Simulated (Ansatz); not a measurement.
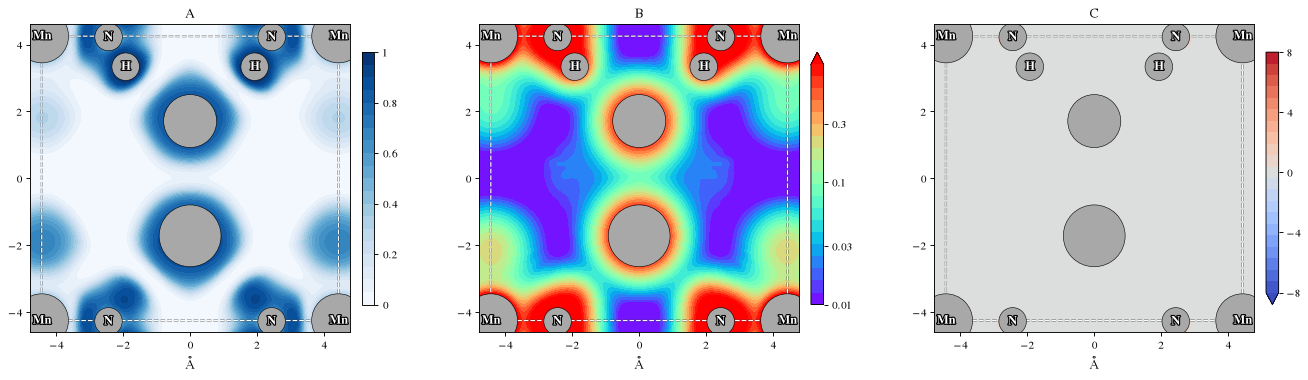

MnH₄N₂Cl₂: 3 fields on the (101̄) plane of the cell of the magnetic structure, with unlabelled colour scales. Grey discs cover the atomic cores.

Space group P1; built by placing these elements on a known structure type; Hubbard U of 5.19 eV on Mn d only; spin-polarised.

All numbers below come from DFT, PAW plane waves, PBE+U (Ansatz 0.2.0).

```cif
data_structure
_symmetry_space_group_name_H-M 'P 1'
_symmetry_Int_Tables_number 1
_cell_length_a 8.4020
_cell_length_b 8.8717
_cell_length_c 3.7332
_cell_angle_alpha 90.110
_cell_angle_beta 101.214
_cell_angle_gamma 89.929
_cell_volume 272.96
loop_
_atom_site_label
_atom_site_type_symbol
_atom_site_fract_x
_atom_site_fract_y
_atom_site_fract_z
_atom_site_occupancy
Mn1 Mn 0.50995 0.50000 0.98201 1
Mn2 Mn 0.00995 0.00000 0.98201 1
Cl1 Cl 0.79798 0.00007 0.36049 1
Cl2 Cl 0.29798 0.50007 0.36049 1
Cl3 Cl 0.72859 0.49993 0.54088 1
Cl4 Cl 0.22859 0.99993 0.54088 1
N1 N 0.50744 0.72503 0.97578 1
N2 N 0.00744 0.22503 0.97578 1
N3 N 0.50763 0.27497 0.97392 1
N4 N 0.00763 0.77497 0.97392 1
H1 H 0.90014 0.28262 0.89403 1
H2 H 0.40014 0.78262 0.89403 1
H3 H 0.57671 0.78328 0.18877 1
H4 H 0.07671 0.28328 0.18877 1
H5 H 0.57694 0.21668 0.18649 1
H6 H 0.07694 0.71668 0.18649 1
H7 H 0.90036 0.71751 0.89172 1
H8 H 0.40036 0.21751 0.89172 1
```

Q: Match the panels to the quantities (electron localisation function, spin density and valence pseudo-density).

A: Panel A: electron localisation function. Panel B: valence pseudo-density. Panel C: spin density (confined to the magnetic sites and close to zero elsewhere). From the grid: N–H (1.03 Å): ρ is about 2.9 e/Å³ halfway; the ELF climbs to about 1 towards the hydrogen, as it does in any bond to H; an ordinary covalent bond to hydrogen. Mn–N (2.00 Å): the density is about 0.7 e/Å³ at the midpoint; the ELF peaks at about 0.90 in the valence shell of N, 0.7 Å from its nucleus, and is about 0.30 at the midpoint.
